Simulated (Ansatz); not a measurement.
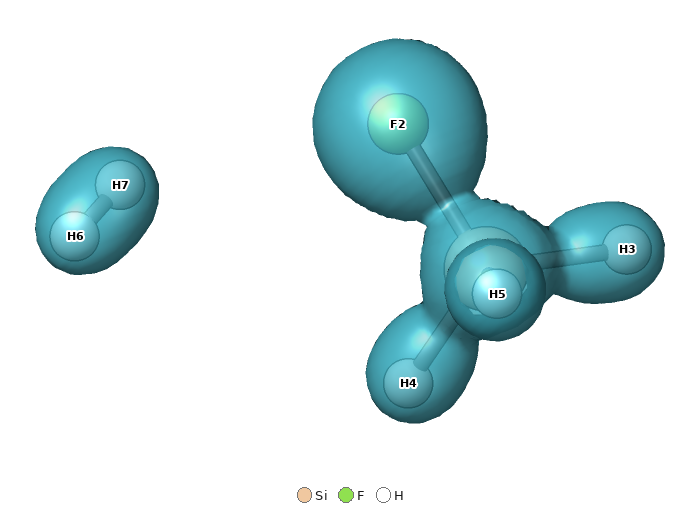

The picture shows: FH₃Si···H₂. Isosurface of the electron density at 0.6 e/Å³ (cyan), seen at a tilt.

Computed with RHF/def2-SVPD (Ansatz 0.2.0).

The calculation's input:

```
crystal:
  periodic: [false, false, false]
  atoms:
    - { symbol: Si, position_ang: [0.226509, 0.0, -0.040799] }
    - { symbol: F, position_ang: [0.259961, 0.0, 1.568683] }
    - { symbol: H, position_ang: [1.636141, 0.0, -0.504691] }
    - { symbol: H, position_ang: [-0.466046, 1.217897, -0.508076] }
    - { symbol: H, position_ang: [-0.466046, -1.217897, -0.508076] }
    - { symbol: H, position_ang: [-2.252945, 0.0, 0.952262] }
    - { symbol: H, position_ang: [-1.871873, 0.0, 1.552197] }
basis:
  gaussian: { orbitals: def2-SVPD }
hamiltonian:
  xc: hf
relax:
  f_tol: 0.03
  max_steps: 50
output:
  orbitals: {}
```

Command:

```sh
ansatz run input.yaml --threads 1 --pin off --max-ram 2048MiB --backend cpu --events-out ev --progress --plain --runs-dir out
```

The fields are those of the run's last geometry, not of the input's.

Q: What does this surface tell about the bonding?

A: At this value the surface falls into two separate pieces. It bridges the sampled Si–F (1.62 Å), H–H (0.75 Å) and Si–H (1.47 Å) contacts, where the density stays above the isovalue. It is pinched off along the sampled Si···H (3.72 Å) contacts. On the grid the lowest density along these lines, outside the cores, is 0.01 e/Å³ (Si···H, 3.72 Å), 0.81 e/Å³ (Si–F, 1.62 Å), 1.7 e/Å³ (H–H, 0.75 Å) and 0.8 e/Å³ (Si–H, 1.47 Å).
